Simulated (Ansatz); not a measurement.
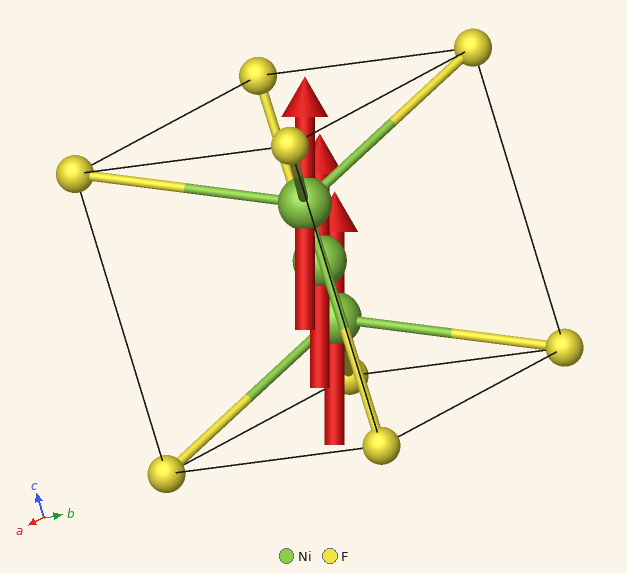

Drawn in the ball-and-stick manner and seen slightly off an axis. The edges of the simulation cell are marked. Arrows are the site magnetic moments above 0.25 μB (those induced on non-metal atoms are left out); longer means larger, and red and blue are up and down (without spin-orbit coupling the axis itself is arbitrary).

This is the state reached for Ni$_{3}$F. Level of theory and settings: Ansatz 0.2.0, DFT PBE, scalar-relativistic, plane waves, PAW, an energy cutoff of 420 eV, the zone sampled with 14×14×14 points, Gaussian smearing of 0.1 eV, collinear spins.

**What order do the moments form, and how large are they?**

Ferromagnetic (within this cell). Site moments: 3 Ni +0.8 to +0.9 μB. The net spin moment of the whole cell is 2.4 μB.

Origin of the cell: a textbook structure type filled with these elements (whether it is the usual form wasn't checked). A relaxation with DFT PBE, scalar-relativistic, plane waves, PAW (Ansatz 0.2.0) gave the geometry drawn.
